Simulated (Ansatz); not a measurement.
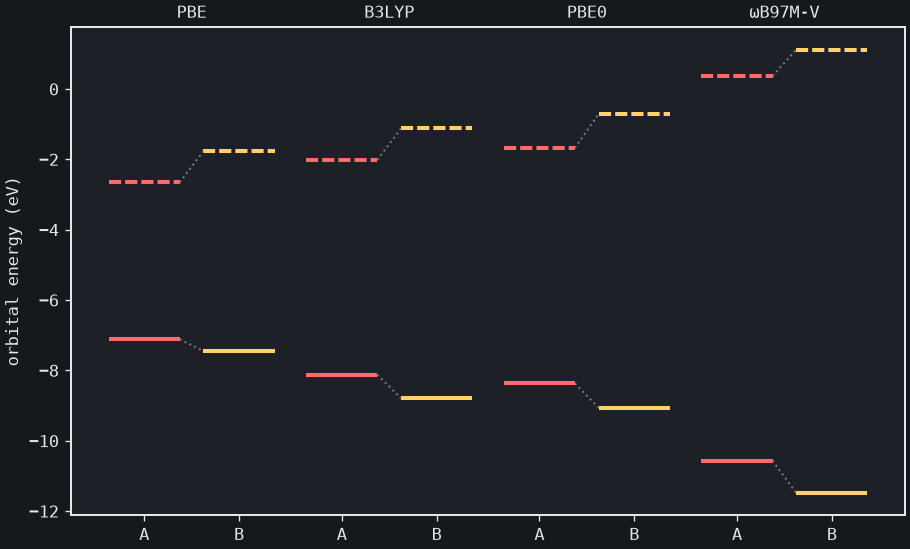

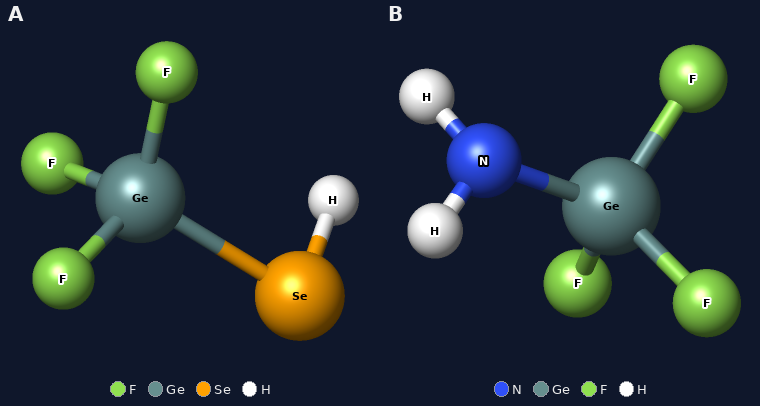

One change: A, GeHSeF₃ (SMILES [F][Ge]([F])([F])[SeH]), becomes B, GeNH₂F₃ (SMILES [NH2][Ge]([F])([F])[F]). SeH on Ge is replaced by NH₂. HOMO (solid) and LUMO (dashed) computed in def2-TZVPP at PBE0-D4/def2-TZVP geometries, both minima by their frequencies, gas phase, the Ansatz code. Empty levels above zero depend strongly on the basis.

What does the change do to HOMO and LUMO?

PBE: the HOMO falls by 0.34 eV, the LUMO rises by 0.89 eV, and the separation goes from 4.46 to 5.68 eV. B3LYP: the HOMO falls by 0.67 eV, the LUMO rises by 0.90 eV, and the separation goes from 6.10 to 7.67 eV. PBE0: the HOMO falls by 0.69 eV, the LUMO rises by 0.97 eV, and the separation goes from 6.69 to 8.35 eV. ωB97M-V: the HOMO falls by 0.92 eV, the LUMO rises by 0.75 eV, and the separation goes from 10.94 to 12.61 eV.

Do the functionals agree on the effect?

They agree on the direction for both levels; the HOMO shift lies between −0.92 and −0.34 eV and the LUMO shift between 0.75 and 0.97 eV, while the separations themselves differ by up to 6.9 eV between functionals.
